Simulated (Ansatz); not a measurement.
## Geometry relaxation of CH9N3Si (part 2 of 2)

Continued. System: CH9N3Si. Method: RKS PBE-D4/def2-SVP (Ansatz 0.2.0). The geometry: force-field start.

Geometry of the input (Å):
```
N  -0.1745  0.9969  2.0099
C  0.3928  0.8892  0.7082
N  0.0008  -0.4361  0.3241
Si 0.4866  -1.1902  -1.1103
N  -0.8475  -0.6676  -2.0944
H  0.1390  0.3125  2.5892
H  0.1203  1.9153  2.4222
H  0.0407  1.6631  0.0128
H  1.4860  1.0341  0.8318
H  -0.9432  -0.5616  0.5915
H  1.6852  -0.6925  -1.5991
H  0.3143  -2.6510  -0.9325
H  -1.7751  -1.0023  -1.7391
H  -0.9383  0.3610  -1.9855
```

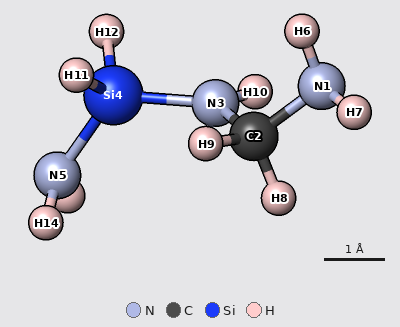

Fig. 1: The geometry at step 9 of the log (ball-and-stick view, seen at a tilt; atoms are numbered from 1 in the order of the input).

## Trajectory as extended XYZ, continued
```
14
Properties=species:S:1:pos:R:3:forces:R:3 step=4 energy=-13514.57408
N    -0.0650    1.1036    2.2421    0.1157  -0.0581  -0.0730
C     0.3709    0.8841    0.8655    0.0167  -0.1058   0.1171
N     0.0133   -0.4807    0.4989   -0.0634   0.0478  -0.0627
Si    0.2924   -1.1525   -1.1020   -0.0498  -0.0136  -0.0092
N    -0.8267   -0.7225   -2.3966   -0.2061   0.1665   0.1562
H     0.4694    0.4785    2.8664   -0.0241   0.1117  -0.0769
H     0.1333    2.0688    2.5356   -0.0005  -0.0259  -0.0005
H    -0.1144    1.6758    0.2324   -0.0493  -0.0272   0.0923
H     1.4747    0.9915    0.6881   -0.0419   0.0293  -0.0066
H    -0.9075   -0.7033    0.9060    0.0819   0.0146  -0.0028
H     1.6619   -0.6929   -1.5166   -0.0097   0.0284   0.0387
H     0.2122   -2.6489   -0.9865   -0.0453   0.0266  -0.0032
H    -1.7693   -1.1236   -2.2740    0.1777   0.0053  -0.0910
H    -0.9581    0.2928   -2.5306    0.0982  -0.1999  -0.0784
14
Properties=species:S:1:pos:R:3:forces:R:3 step=5 energy=-13514.61404
N     0.0140    1.0871    2.2987    0.2086  -0.2410   0.1652
C     0.3371    0.8854    0.8941   -0.4003   0.2854  -0.1510
N    -0.0229   -0.4704    0.5087    0.0105  -0.0166   0.1238
Si    0.2522   -1.1570   -1.0815   -0.0122   0.1385  -0.0956
N    -0.7886   -0.7278   -2.4320   -0.1191   0.0578   0.0531
H     0.6487    0.5167    2.8768   -0.0167   0.0449   0.0262
H     0.1635    2.0679    2.5693   -0.0051  -0.0437  -0.0441
H    -0.2656    1.6673    0.3569    0.1208  -0.0134  -0.1053
H     1.4075    1.0683    0.6065   -0.0521  -0.1142  -0.0084
H    -0.8997   -0.7353    0.9787    0.0535   0.0304  -0.0162
H     1.6390   -0.7030   -1.4431    0.0094  -0.0426  -0.0115
H     0.0994   -2.6469   -0.9646    0.0046   0.0224   0.0492
H    -1.7296   -1.1415   -2.4335    0.1174   0.0261  -0.0161
H    -0.8681    0.2600   -2.7061    0.0806  -0.1338   0.0306
14
Properties=species:S:1:pos:R:3:forces:R:3 step=6 energy=-13514.63995
N     0.1085    1.0277    2.3304   -0.0112   0.3255  -0.0289
C     0.2565    0.9080    0.8838    0.1098  -0.2725   0.2864
N    -0.0919   -0.4523    0.5203   -0.0599   0.0967  -0.2465
Si    0.2437   -1.1454   -1.0551   -0.1192  -0.0813   0.0118
N    -0.7386   -0.7356   -2.4500   -0.0201   0.1085  -0.0098
H     0.8439    0.5080    2.8347   -0.0491   0.0600  -0.2199
H     0.1911    2.0176    2.5935    0.0248  -0.0258   0.1554
H    -0.4002    1.6929    0.4208   -0.0050  -0.0473   0.0862
H     1.2909    1.1031    0.4880   -0.0764  -0.0029  -0.0123
H    -0.9721   -0.7156    0.9842    0.0845  -0.0448  -0.0203
H     1.6535   -0.7243   -1.3665   -0.0260  -0.0127  -0.0082
H     0.0553   -2.6269   -0.8985    0.0300  -0.0144  -0.0069
H    -1.6864   -1.1271   -2.4897    0.0819   0.0139   0.0041
H    -0.7671    0.2407   -2.7672    0.0359  -0.1029   0.0090
14
Properties=species:S:1:pos:R:3:forces:R:3 step=7 energy=-13514.67169
N     0.1830    1.0073    2.3776    0.1252  -0.0682  -0.1902
C     0.1895    0.9441    0.9194   -0.0675  -0.1590  -0.0697
N    -0.1873   -0.3900    0.4937   -0.0794   0.0514   0.0669
Si    0.1987   -1.1420   -1.0398    0.0344   0.1558   0.0010
N    -0.6895   -0.7845   -2.5092    0.0188  -0.0312   0.0850
H     0.9873    0.4737    2.7379   -0.0524   0.0332   0.0433
H     0.3049    1.9810    2.6792    0.0241   0.0351   0.0772
H    -0.5100    1.7382    0.5596   -0.0940   0.0550   0.0231
H     1.1687    1.1661    0.4245    0.1018   0.0643   0.0106
H    -1.0041   -0.7131    1.0250   -0.0073  -0.0517  -0.0408
H     1.6127   -0.7097   -1.3150    0.0129  -0.0281  -0.0034
H     0.0223   -2.6152   -0.8236   -0.0308  -0.0377  -0.0125
H    -1.6436   -1.1448   -2.5971   -0.0181  -0.0109  -0.0023
H    -0.6455    0.1599   -2.9034    0.0322  -0.0081   0.0116
14
Properties=species:S:1:pos:R:3:forces:R:3 step=8 energy=-13514.68601
N     0.2444    0.9923    2.3735   -0.0096   0.0299   0.0131
C     0.1375    0.9635    0.9201   -0.0055  -0.0851   0.0319
N    -0.2380   -0.3644    0.4833    0.0359   0.0528   0.0074
Si    0.1949   -1.1380   -1.0259   -0.0246   0.0311   0.0687
N    -0.6536   -0.8004   -2.5175    0.0053   0.0117  -0.0070
H     1.0609    0.4497    2.6841    0.0225  -0.0302  -0.0480
H     0.3813    1.9562    2.7050   -0.0154  -0.0249  -0.0109
H    -0.6161    1.7446    0.6484   -0.0152   0.0365  -0.0235
H     1.0747    1.2325    0.3656    0.0102   0.0236  -0.0405
H    -1.0323   -0.7214    1.0246   -0.0133  -0.0293  -0.0059
H     1.6216   -0.7398   -1.2835    0.0062   0.0058   0.0150
H    -0.0138   -2.6049   -0.7873   -0.0082  -0.0274   0.0046
H    -1.6201   -1.1241   -2.6180    0.0105   0.0028   0.0045
H    -0.5542    0.1251   -2.9437    0.0012   0.0027  -0.0093
14
Properties=species:S:1:pos:R:3:forces:R:3 step=9 energy=-13514.67366 accepted=F
N     0.3328    0.9615    2.3683    0.3596  -0.5164  -0.2996
C     0.0583    0.9905    0.9225    0.1418   0.1742   0.1384
N    -0.3180   -0.3291    0.4746   -0.2700  -0.0720   0.2163
Si    0.1750   -1.1369   -0.9918   -0.0233   0.0214  -0.1061
N    -0.5933   -0.8173   -2.5342    0.0525   0.2766  -0.1017
H     1.2023    0.4148    2.5689   -0.5655   0.3528  -0.2457
H     0.4832    1.9056    2.7308    0.0378   0.2407   0.0493
H    -0.7603    1.7594    0.7651    0.3403  -0.2528   0.0851
H     0.9285    1.3164    0.2668   -0.3209  -0.0657   0.2404
H    -1.0776   -0.7334    1.0457    0.2427   0.1342  -0.1578
H     1.6169   -0.7569   -1.1967   -0.0095  -0.0120  -0.0070
H    -0.0676   -2.5962   -0.7212    0.0024   0.0224  -0.0130
H    -1.5707   -1.0972   -2.6716    0.0795   0.0289   0.0172
H    -0.4224    0.0897   -2.9983   -0.0675  -0.3324   0.1842
14
Properties=species:S:1:pos:R:3:forces:R:3 step=10 energy=-13514.69191
N     0.2853    0.9740    2.3681   -0.0015  -0.0161  -0.0432
C     0.1031    0.9732    0.9220   -0.0224   0.0154   0.0016
N    -0.2798   -0.3465    0.4782   -0.0077  -0.0306   0.0061
Si    0.1853   -1.1372   -1.0090    0.0033   0.0080   0.0171
N    -0.6232   -0.8052   -2.5237   -0.0010  -0.0022  -0.0051
H     1.1291    0.4400    2.6149    0.0041   0.0089   0.0027
H     0.4133    1.9324    2.7158    0.0246   0.0001   0.0077
H    -0.6701    1.7534    0.7011    0.0008  -0.0097   0.0024
H     1.0064    1.2647    0.3206   -0.0110   0.0072   0.0101
H    -1.0511   -0.7290    1.0353    0.0064   0.0106  -0.0017
H     1.6210   -0.7497   -1.2386   -0.0048  -0.0008   0.0066
H    -0.0394   -2.6020   -0.7589   -0.0047   0.0061  -0.0014
H    -1.5944   -1.1101   -2.6370    0.0069   0.0006  -0.0012
H    -0.4984    0.1126   -2.9600    0.0072   0.0025  -0.0017
14
Properties=species:S:1:pos:R:3:forces:R:3 step=11 energy=-13514.69476
N     0.3284    0.9640    2.3605    0.0036  -0.0320  -0.0948
C     0.0622    0.9815    0.9242    0.0587   0.0585   0.0404
N    -0.3168   -0.3375    0.4794   -0.0276  -0.0329  -0.0085
Si    0.1767   -1.1390   -0.9924    0.0087   0.0118  -0.0137
N    -0.5906   -0.8061   -2.5292   -0.0048   0.0162   0.0038
H     1.1893    0.4309    2.5526   -0.0643   0.0596  -0.0324
H     0.4685    1.9183    2.7164    0.0245  -0.0129  -0.0088
H    -0.7390    1.7498    0.7564    0.0564  -0.0640   0.0291
H     0.9271    1.3013    0.2772   -0.0681  -0.0111   0.0553
H    -1.0689   -0.7397    1.0479    0.0055   0.0135   0.0102
H     1.6211   -0.7668   -1.1951   -0.0117  -0.0020   0.0033
H    -0.0688   -2.6002   -0.7368   -0.0007   0.0193  -0.0007
H    -1.5661   -1.0908   -2.6600    0.0180   0.0074  -0.0024
H    -0.4361    0.1050   -2.9721    0.0018  -0.0315   0.0191
14
Properties=species:S:1:pos:R:3:forces:R:3 step=12 energy=-13514.69613
N     0.3441    0.9617    2.3543    0.0357  -0.0392  -0.0438
C     0.0452    0.9823    0.9263    0.0177   0.0737   0.0035
N    -0.3309   -0.3377    0.4823   -0.0546  -0.0378   0.0120
Si    0.1723   -1.1407   -0.9851    0.0112   0.0174  -0.0113
N    -0.5761   -0.8039   -2.5300   -0.0064   0.0179   0.0060
H     1.2121    0.4318    2.5203   -0.0530   0.0402  -0.0126
H     0.4954    1.9152    2.7080    0.0103  -0.0049  -0.0087
H    -0.7690    1.7414    0.7831    0.0582  -0.0575   0.0047
H     0.8909    1.3164    0.2615   -0.0633  -0.0181   0.0482
H    -1.0745   -0.7474    1.0580    0.0330   0.0246  -0.0127
H     1.6200   -0.7748   -1.1748   -0.0066  -0.0040  -0.0037
H    -0.0839   -2.5996   -0.7298    0.0014   0.0115   0.0014
H    -1.5537   -1.0767   -2.6699    0.0158   0.0070  -0.0030
H    -0.4049    0.1029   -2.9754    0.0008  -0.0307   0.0202
14
Properties=species:S:1:pos:R:3:forces:R:3 step=13 energy=-13514.69714
N     0.3606    0.9589    2.3466    0.0246   0.0005  -0.0097
C     0.0247    0.9829    0.9278    0.0159   0.0388  -0.0138
N    -0.3489   -0.3381    0.4859   -0.0366  -0.0218   0.0033
Si    0.1687   -1.1411   -0.9761    0.0062   0.0011  -0.0020
N    -0.5606   -0.7998   -2.5280   -0.0158   0.0074   0.0003
H     1.2326    0.4295    2.4862   -0.0251   0.0091  -0.0092
H     0.5279    1.9119    2.6954   -0.0078  -0.0031  -0.0048
H    -0.8003    1.7319    0.8060    0.0314  -0.0274   0.0117
H     0.8487    1.3290    0.2444   -0.0292  -0.0088   0.0253
H    -1.0795   -0.7565    1.0708    0.0223   0.0106  -0.0113
H     1.6192   -0.7830   -1.1567   -0.0012   0.0018   0.0030
H    -0.0959   -2.5977   -0.7201    0.0016  -0.0021   0.0003
H    -1.5404   -1.0584   -2.6781    0.0113   0.0064  -0.0022
H    -0.3697    0.1014   -2.9754    0.0024  -0.0125   0.0090
14
Properties=species:S:1:pos:R:3:forces:R:3 step=14 energy=-13514.69747
N     0.3741    0.9572    2.3387    0.0260  -0.0023  -0.0067
C     0.0105    0.9824    0.9270   -0.0044   0.0032   0.0033
N    -0.3637   -0.3396    0.4873   -0.0171  -0.0060   0.0038
Si    0.1638   -1.1452   -0.9693    0.0151   0.0198   0.0002
N    -0.5507   -0.7960   -2.5258   -0.0133  -0.0001  -0.0023
H     1.2511    0.4318    2.4584   -0.0136   0.0038   0.0006
H     0.5447    1.9103    2.6856   -0.0083  -0.0033  -0.0029
H    -0.8215    1.7244    0.8246    0.0033  -0.0028  -0.0002
H     0.8173    1.3374    0.2296   -0.0057  -0.0075   0.0058
H    -1.0794   -0.7664    1.0834    0.0049   0.0068  -0.0014
H     1.6159   -0.7874   -1.1380    0.0038  -0.0070  -0.0103
H    -0.1035   -2.6016   -0.7145   -0.0013   0.0012   0.0028
H    -1.5341   -1.0355   -2.6828    0.0097   0.0037  -0.0023
H    -0.3373    0.0989   -2.9756    0.0008  -0.0093   0.0097
```

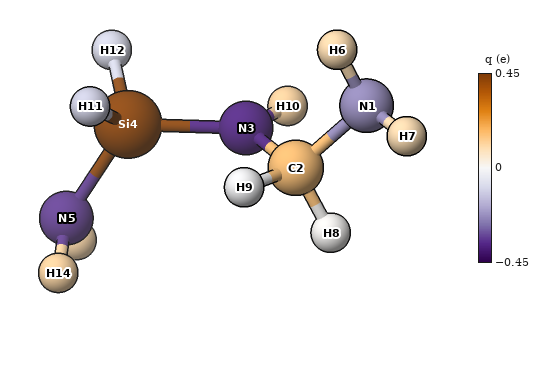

Fig. 2: Mulliken charges, as the colour of each atom (ball-and-stick view, seen at a tilt; atoms are numbered from 1 in the order of the input). By element: N −0.36 to −0.22, C +0.16, Si +0.43 and H −0.10 to +0.12 e.

## Key numbers

- outcome: converged
- total energy: −13514.6975 eV
- mean-field energy: −13514.4345 eV
- dispersion energy: −0.2630 eV
- SCF solution under orbital rotations: stable
- largest force (length of the vector) at the end: 0.027 eV/Å
- dipole moment: 1.84 D
- hardware: 4 threads of Arm Neoverse V2, 23 GiB of memory available, shared host
- wall time: 17 s (CPU time 61 s)
- peak memory: 0.16 GiB
